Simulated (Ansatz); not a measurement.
## Electronic structure of BF2H in real space

Input

```
crystal:
  periodic: [false, false, false]
  atoms:
    - { symbol: B, position_ang: [0.0, 0.0, 0.0] }
    - { symbol: H, position_ang: [0.0, 0.0, 1.19] }
    - { symbol: F, position_ang: [1.1431, 0.0, -0.66] }
    - { symbol: F, position_ang: [-1.1431, 0.0, -0.66] }
basis:
  gaussian: { orbitals: def2-SVP }
hamiltonian:
  xc: pbe0
  dispersion: d4
relax:
  f_tol: 0.02
  max_steps: 40
output:
  orbitals: {}
```

Launched as:

```sh
ansatz run input.yaml --threads 1 --pin off --max-ram 2048MiB --backend cpu --events-out ev --progress --plain --runs-dir out
```

The fields are those of the relaxed geometry.

The calculation used Ansatz 0.2.0, RKS PBE0-D4/def2-SVP.

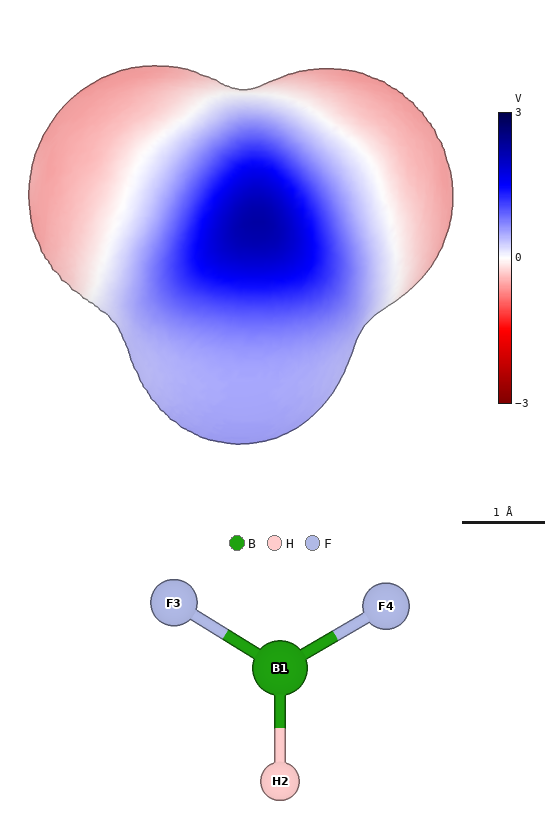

Figure 1. The electrostatic potential painted on the density surface at 0.002 e/bohr³, seen across its widest extent; the colour scale runs from red (negative) to blue (positive). The bare structure is drawn below in the same view.

> Which sites attract a positive test charge, and which a negative one?

A positive charge is drawn to the negative regions and a negative charge to the positive ones. The most negative region (about −0.6 V) lies over F3 and F4, the most positive (about +2.2 V) over B1.

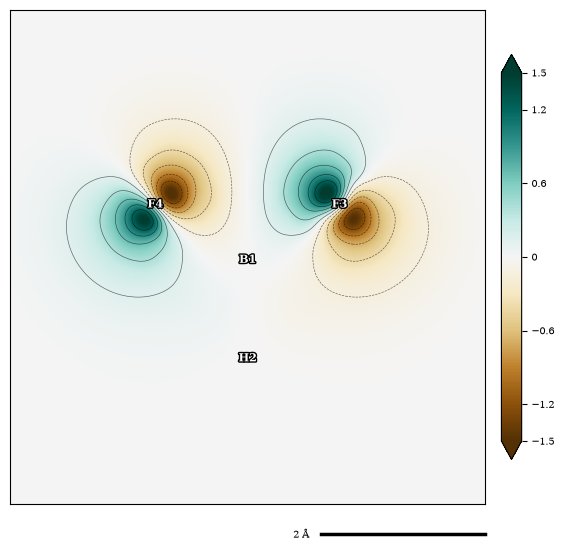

Figure 2. The HOMO−1 on the molecular plane (values in Å⁻³ᐟ²; the overall sign is arbitrary).

> Where does this orbital lie, and at what energy?

It lies mainly on F4 (about 45 %) and F3 (about 45 %); it is symmetric in the molecular plane (an in-plane orbital: σ, lone-pair or in-plane π type); largely a combination of lone pairs on F4 and F3. Its energy is −12.12 eV.

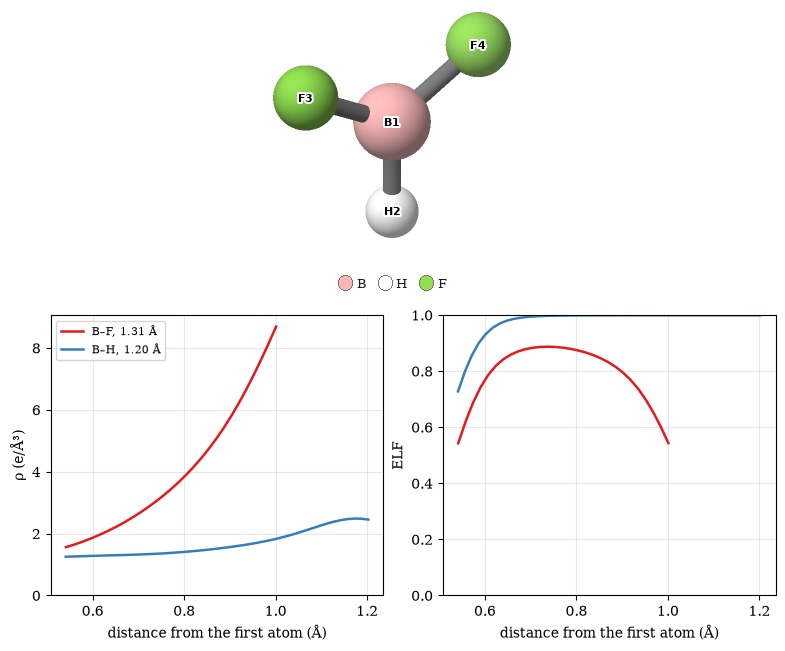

Figure 3. Electron density and ELF along straight lines between neighbouring atoms. The curves leave out the atomic cores. The structure is drawn too.

> Compare the contacts.

B–F (1.31 Å): ρ at the midpoint is about 2.3 e/Å³; the ELF peaks at about 0.90 between the atoms: a shared but strongly polarised pair.
B–H (1.20 Å): ρ is about 1.3 e/Å³ halfway; the ELF climbs to about 1 towards the hydrogen, as it does in any bond to H; an ordinary covalent bond to hydrogen.
